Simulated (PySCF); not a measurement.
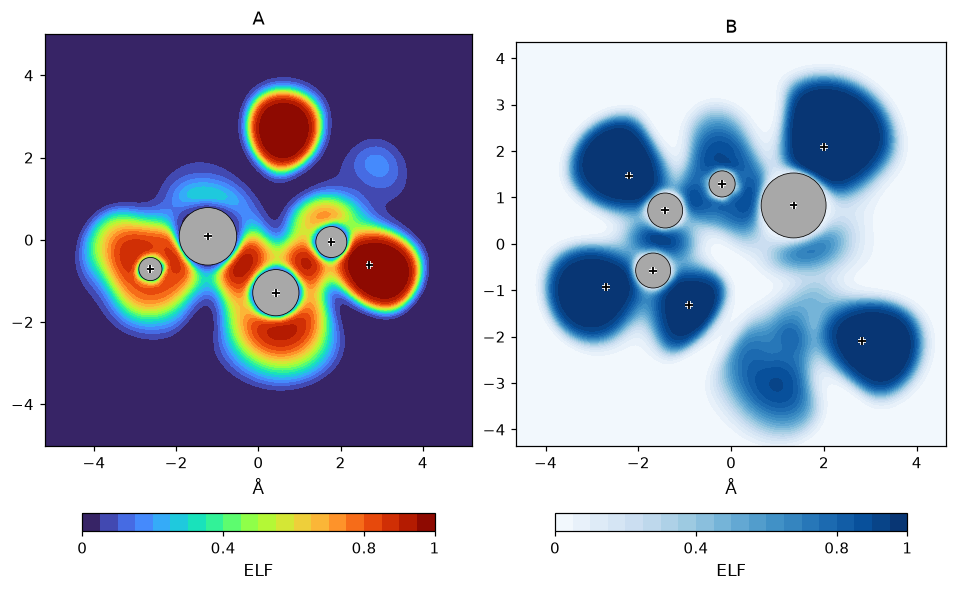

The electron localisation function of 2 systems, each on a plane through atoms (crosses mark nuclei in the plane; grey discs cover the cores).

All numbers below come from PBE0/pcSseg-1, SCF density, gas phase, non-relativistic (PySCF 2.14.0).

System 1: C$_{2}$H$_{8}$O$_{2}$S$_{3}$Si$_{2}$, the plane of atoms O1, Si2 and S9. Geometry: GFN2-xTB.

```xyz
17

O     1.9536   -0.2455   -2.2955
Si    0.6677   -0.2141   -1.3275
O     1.1059    0.2359    0.1466
Si    2.2058    0.9283    1.1484
S    -0.2102   -2.1610   -1.1398
C    -1.5845   -1.7090   -0.0226
S    -2.8718   -0.6617   -0.7504
C    -2.0395    0.9474   -0.7355
S    -0.7820    1.2004   -2.0378
H     1.8723   -0.4991   -3.2112
H     3.4839    0.2697    0.9178
H     2.2219    2.3525    0.8274
H     1.6075    0.6336    2.4489
H    -2.0730   -2.6400    0.2524
H    -1.1755   -1.2155    0.8565
H    -2.8141    1.6889   -0.9123
H    -1.5750    1.1013    0.2364
```

System 2: C$_{4}$H$_{8}$O$_{2}$Si (SMILES C=CO[SiH2]CC=O), the plane of atoms C1, C2 and O3. Geometry: GFN2-xTB.

```xyz
15

C     1.9794   -0.8935   -0.4406
C     2.0775    0.4217   -0.4357
O     1.1197    1.2968   -0.0503
Si   -0.3404    1.2514    0.6391
C    -1.6052    0.1693   -0.3481
C    -1.7409   -1.1430    0.3092
O    -1.0688   -2.1170    0.0826
H     1.0875   -1.4055   -0.1241
H     2.8012   -1.4973   -0.7775
H     2.9701    0.9428   -0.7625
H    -0.7107    2.6518    0.4979
H    -0.2812    0.7707    2.0191
H    -2.5641    0.6785   -0.3789
H    -1.2172    0.0493   -1.3591
H    -2.5111   -1.1680    1.1071
```

> Match each panel to its system.

Panel A is system 1, C$_{2}$H$_{8}$O$_{2}$S$_{3}$Si$_{2}$: the plane holds O, Si, C, S and H. Si–O (1.61 Å): the ELF peaks at about 0.85 between the atoms (a short, strongly polar bond). Panel B is system 2, C$_{4}$H$_{8}$O$_{2}$Si: the plane holds C, O, Si and H. C–C (1.32 Å): the ELF peaks at about 0.90 between the atoms: a multiple bond.
